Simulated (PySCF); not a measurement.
# H7O3Si4 (SMILES [SiH2][SiH]1O[SiH2]O[SiH2]O1) (doublet): what the fields show

```xyz
14

O     0.1352   -0.0104    1.4821
Si   -1.1626   -1.0482    1.3833
O    -1.9345   -0.7410   -0.0570
Si   -1.6224    0.3094   -1.3082
O    -0.2530    1.1653   -0.9065
Si    0.8522    0.9500    0.3231
Si    2.6819   -0.2125   -0.5321
H    -2.0845   -0.7800    2.5159
H    -0.6845   -2.4556    1.3920
H    -1.3841   -0.4669   -2.5530
H    -2.7574    1.2535   -1.4665
H     1.1517    2.2777    0.9252
H     3.3943    0.4411   -1.6729
H     3.6613   -0.6972    0.4890
```

Geometry: PBE0-D3(BJ)/def2-SVP.

All numbers below come from PySCF, UKS B3LYP, IGLO-III on O Si, pcH-1 on H, non-relativistic, mean-field spin-orbit, GIAO.

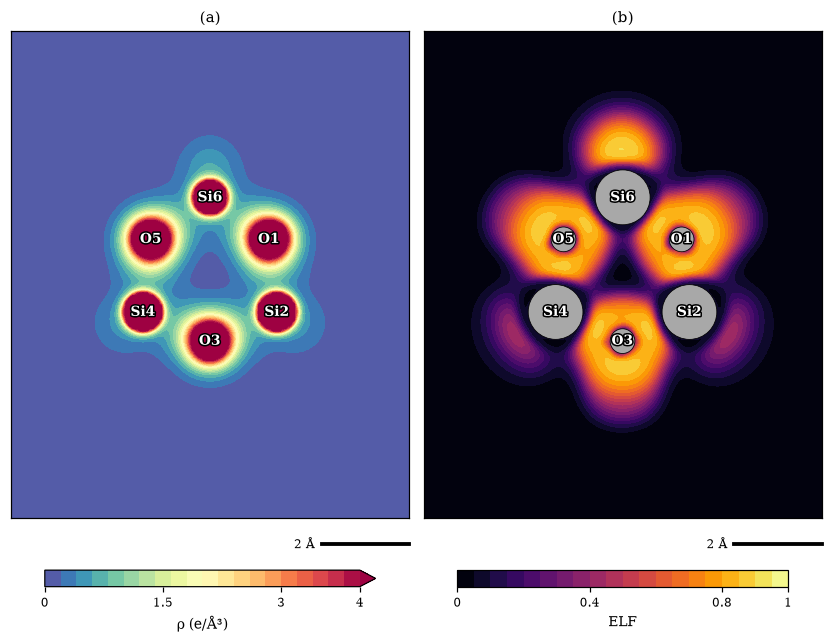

Figure 1. (a) electron density; (b) electron localisation function on the plane of atoms Si2, O3 and Si4. Grey discs cover the atomic cores in the ELF map.

Question: Describe what can be read from this map.

Answer: Atoms in the plane: O and Si. Si–O (1.66 Å): ρ at the midpoint is about 1.1 e/Å³; the ELF peaks at about 0.85 between the atoms; a shared but strongly polarised pair. The ELF also peaks beside O3, O1 and O5, away from the bonds: non-bonding electrons, paired or unpaired.

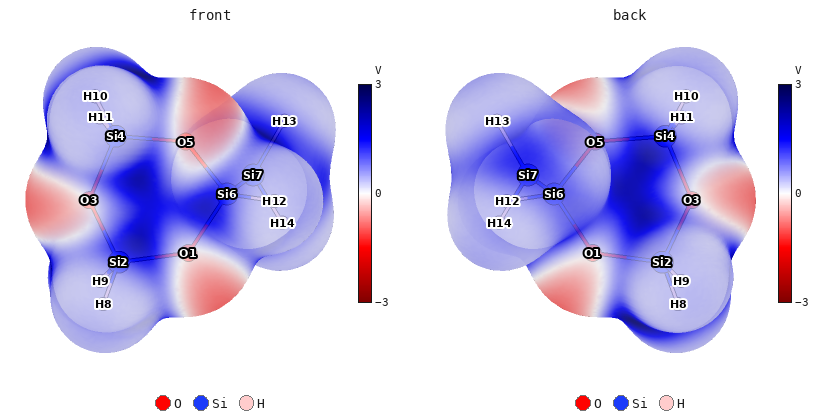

Figure 2. The electrostatic potential painted on the density surface at 0.004 e/bohr³, seen from the front and from behind; the colour scale runs from red (negative) to blue (positive).

Question: Describe the electrostatic potential map.

Answer: The most negative region (about −0.8 V) lies over O1, O3 and O5, the most positive (about +2.6 V) over Si2 and Si4.
